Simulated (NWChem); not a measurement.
# GeH2Cl (SMILES [Cl][GeH2]) at 3 levels

Aim: a comparison of 3 runs (UTPSS/6-31G*/LANL2DZ, UMP4/STO-6G, TDA-mPW1PW91/pcseg-1) of GeH2Cl. 

Program for the calculation: NWChem 7.3.0.

2 further runs of the same task are left out: 1 that didn't finish, 1 set aside as unsound or not needed.

## 1. The molecule

The species is GeH2Cl (4 atoms), meant as a doublet with charge 0. As SMILES, `[Cl][GeH2]`. The coordinates come from a PBE0-D4/def2-TZVP relaxation.

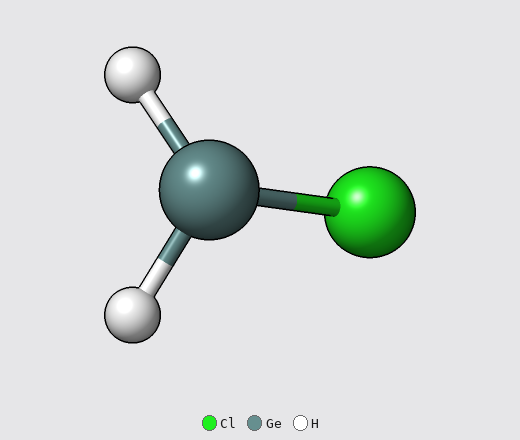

Viewed from a chosen angle; chlorine green, germanium teal, hydrogen white.

## 2. Energy and one-electron properties at UTPSS/6-31G(d)/LANL2DZ (density fitting with ahlrichs coulomb fitting, core potential, Cartesian functions, COSMO ethanol) (run 1)

File clgeh2.nw:

```
start clgeh2
title "ClGeH2"
memory stack 880 mb heap 220 mb global 1100 mb

geometry noautoz
  Cl   -1.562900    0.305200    0.993500
  Ge    0.106700   -0.451100   -0.141600
  H     0.072700    0.259600   -1.514200
  H     1.383400   -0.113700    0.662300
end

basis
  Cl library 6-31G*
  Ge library "lanl2dz ecp"
  H library 6-31G*
end

ecp
  Ge library "lanl2dz ecp"
end

basis "cd basis" spherical
  Cl library "ahlrichs coulomb fitting"
  Ge library "ahlrichs coulomb fitting"
  H library "ahlrichs coulomb fitting"
end

cosmo
  dielec 24.852
end

dft
  xc xtpss03 ctpss03
  mult 2
  grid coarse
  convergence energy 1e-08
  iterations 150
  print medium
end

property
  esp
  mulliken
  dipole
  efield
end

task dft property
```

Run with:

```console
$ nwchem clgeh2.nw > clgeh2.out
```

What it wrote:

```text
[...]
 Group name             Cs
[...]
          Wavefunction type:  spin polarized.
          No. of atoms     :     4
          No. of electrons :    23
[...]
          Charge           :     0
          Spin multiplicity:     2
[...]
          AO basis - number of functions:    31
[...]
              XC Information
              --------------
                  TPSS metaGGA Exchange Functional  1.000
             TPSS03 metaGGA Correlation Functional  1.000
[...]
 d= 0,ls=0.0,diis     1   -465.1276227105 -4.91D+02  1.80D-02  6.43D-02     0.5
[...]
 d= 0,ls=0.0,diis     7   -465.1647733754 -1.34D-09  3.55D-07  3.34D-11     4.8
[...]
         Total DFT energy =     -465.164773375353
      One electron energy =     -693.597418879010
           Coulomb energy =      232.673706384258
    Exchange-Corr. energy =      -30.088993251246
 Nuclear repulsion energy =       25.643882885676
             COSMO energy =        0.204049484969
[...]
      <S2> =      0.7511 (Exact =     0.7500)
[...]
   Dipole moment        2.9818381749 Debye(s)
             DMX       -0.1866287046 DMXEFC        0.0000000000
             DMY        2.9759920410 DMYEFC        0.0000000000
             DMZ       -0.0000000000 DMZEFC        0.0000000000
   -EFC- dipole         0.0000000000 DEBYE(S)
   Total dipole         2.9818381749 DEBYE(S)
[...]
```

Run time: 5.7 s. Hardware: 1 thread of AMD EPYC 7B13 (Zen 3), shared host; peak memory 0.11 GiB.

## 3. A single-point energy at UMP4/STO-6G (run 2)

File sp.xyz:

```xyz
4

Cl    -1.562900     0.305200     0.993500
Ge     0.106700    -0.451100    -0.141600
H      0.072700     0.259600    -1.514200
H      1.383400    -0.113700     0.662300
```

File sp.nw:

```
start sp
memory stack 880 mb heap 220 mb global 1100 mb

geometry units angstroms noautosym nocenter noautoz
  load sp.xyz
end

basis
  * library STO-6G
end

scf
  doublet
  uhf
  maxiter 60
end

tce
  scf
  mbpt4
  freeze core 14
  maxiter 100
end

task tce
```

Run with:

```console
$ nwchem sp.nw > sp.out
```

What it wrote:

```text
[...]
  functions       =    30
[...]
  wavefunction    = UHF
[...]
         Total SCF energy =  -2523.578004624017
      One electron energy =  -3858.092734503732
      Two electron energy =   1172.867441907298
 Nuclear repulsion energy =    161.647287972417
                       Sz =      0.5000
                 Sz(Sz+1) =      0.7500
                      S^2 =      0.7515
[...]
         Wavefunction type : Unrestricted Hartree-Fock
          No. of electrons :    51
[...]
         Spin multiplicity : doublet
[...]
```

It took 15 s on 1 thread of AMD EPYC 7B13 (Zen 3), shared host; peak memory 0.13 GiB.

## 4. The vertical excitations at TDA-mPW1PW91/pcseg-1 (run 3)

File clgeh2.nw:

```
start clgeh2
memory 2200 mb
charge 0

geometry units angstrom noautosym nocenter noautoz
 Cl   -1.562900    0.305200    0.993500
 Ge    0.106700   -0.451100   -0.141600
 H     0.072700    0.259600   -1.514200
 H     1.383400   -0.113700    0.662300
end

basis spherical
 * library pcseg-1
end

dft
 xc mpw91 0.75 perdew91 1.0 hfexch 0.25
 mult 2
 grid fine
 maxiter 200
 print medium
end

tddft
 cis
 nroots 4
end

task tddft energy
```

Run with:

```console
$ nwchem clgeh2.nw > clgeh2.out
```

What it wrote:

```text
[...]
          Wavefunction type:  spin polarized.
          No. of atoms     :     4
          No. of electrons :    51
[...]
          Charge           :     0
          Spin multiplicity:     2
[...]
          AO basis - number of functions:    55
[...]
              XC Information
              --------------
                     Hartree-Fock (Exact) Exchange  0.250
                        mPW91  Exchange Functional  0.750
                Perdew 1991 Correlation Functional  1.000 non-local
            Perdew 1991 LDA Correlation Functional  1.000 local
[...]
 d= 0,ls=0.0,diis     1  -2538.2961224243 -2.70D+03  1.06D-02  5.75D-02     2.2
[...]
 d= 0,ls=0.0,diis     7  -2538.3320691764 -4.94D-07  7.03D-06  2.66D-08    10.2
[...]
         Total DFT energy =    -2538.332069176383
      One electron energy =    -3853.357056877715
           Coulomb energy =     1261.603052278591
    Exchange-Corr. energy =     -108.225352549676
 Nuclear repulsion energy =      161.647287972417
[...]
  Root   1         a              0.144159526 a.u.                3.9228 eV
[...]
     Dipole Oscillator Strength                    0.0032175476
[...]
     Total Oscillator Strength                     0.0032180232
[...]
  Root   2         a              0.164947225 a.u.                4.4884 eV
[...]
  Root   3         a              0.173094504 a.u.                4.7101 eV
[...]
     Dipole Oscillator Strength                    0.0456042383
[...]
     Total Oscillator Strength                     0.0456044151
[...]
  Root   4         a              0.202695688 a.u.                5.5156 eV
  <S2> =   0.7980
[...]
     Dipole Oscillator Strength                    0.0026463791
[...]
     Total Oscillator Strength                     0.0026469890
[...]
```

Wall time 61 s (1 thread of AMD EPYC 7B13 (Zen 3), shared host); peak memory 0.12 GiB.

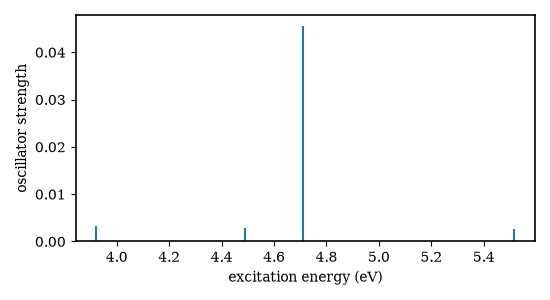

Vertical excitations as sticks.

The roots found:

```tsv
excited state	energy (eV)	strength	label
1	3.923	0.0032	a
2	4.488	0.0028	a
3	4.710	0.0456	a
4	5.516	0.0026	a
```

## 5. All runs side by side

```tsv
run	level	task	core potential	energy (Eh)	dipole moment (D)	HOMO energy (eV)	LUMO energy (eV)	wall time
1	UTPSS/6-31G*/LANL2DZ (density fitting with ahlrichs coulomb fitting, core potential, Cartesian functions, COSMO ethanol)	properties	lanl2dz ecp	-465.164773	2.98	-5.61	-3.67	5.7 s
2	UMP4/STO-6G	energy	–	-2523.627076	–	-7.52	3.96	15 s
3	TDA-mPW1PW91/pcseg-1	excited	–	-2538.332069	1.99	-6.78	-3.41	61 s
```

## 6. What came out

| quantity | value |
| --- | --- |
| run 3: ground-state or mean-field energy | -2538.33207 Eh |
| run 3: dipole moment (of the density that the program reports) | 1.99 D |
| run 3: HOMO energy (mPW1PW91 Kohn–Sham orbitals) (highest over α and β) | -6.78 eV |
| run 3: LUMO energy (mPW1PW91 Kohn–Sham orbitals) (lowest over α and β) | -3.41 eV |
| run 3: lowest excitation energy | 3.92 eV |

**Reading.** Some runs of one species differ in core potentials or relativity; totals across that change don't compare. In run 2 the basis is minimal, so the values are rough. All runs together took 82 s, the longest 61 s.
